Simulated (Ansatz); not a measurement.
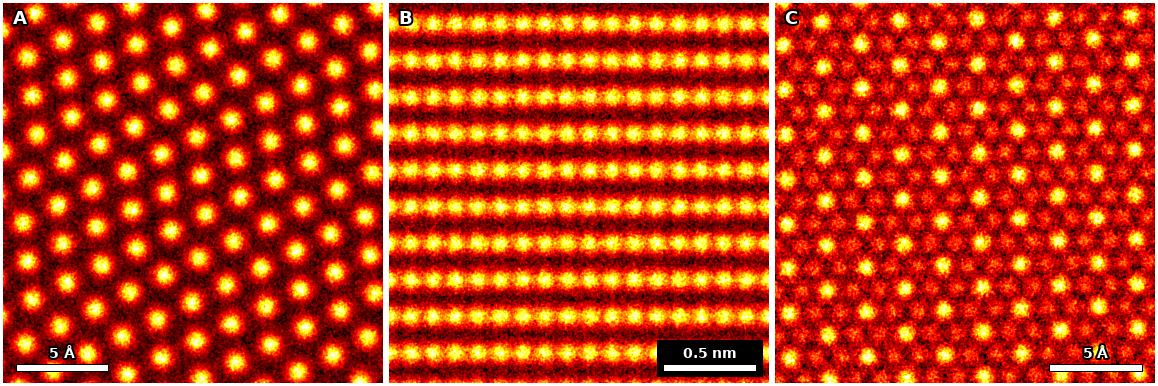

Three views of Co (P6_3/mmc, No. 194) along different zone axes. Simulated as the projected potential of neutral atoms (B = 0.8 Å²) blurred by a 0.66 Å probe, the thin-sample limit of integrated differential phase contrast. The display is stretched by a gamma of 0.8; percentages refer to the linear signal. Shot noise was added. Model: the end point of a relaxation with DFT, r2SCAN, plane waves (500 eV) with PAW, scalar-relativistic (Ansatz 0.2.0); the starting structure was generated, so it need not be a known form of this composition.

```
CELL_PARAMETERS angstrom
2.47153 0.00000 0.00000
-1.23577 2.14041 0.00000
0.00000 0.00000 8.08249
ATOMIC_POSITIONS crystal
Co 0.00000 0.00000 0.00000
Co 0.00000 0.00000 0.50000
Co 0.33333 0.66667 0.25000
Co 0.66667 0.33333 0.75000
```

Q: Match the panels to the zone axes [001], [100] and [210].

A is [100]: projected cell 2.14 × 8.08 Å, 90°, plane group p2mg. B is [210]: projected cell 1.24 × 2.02 Å, 90°, plane group p2mm. C is [001]: projected cell 2.47 × 2.47 Å, 120°, plane group p6mm.
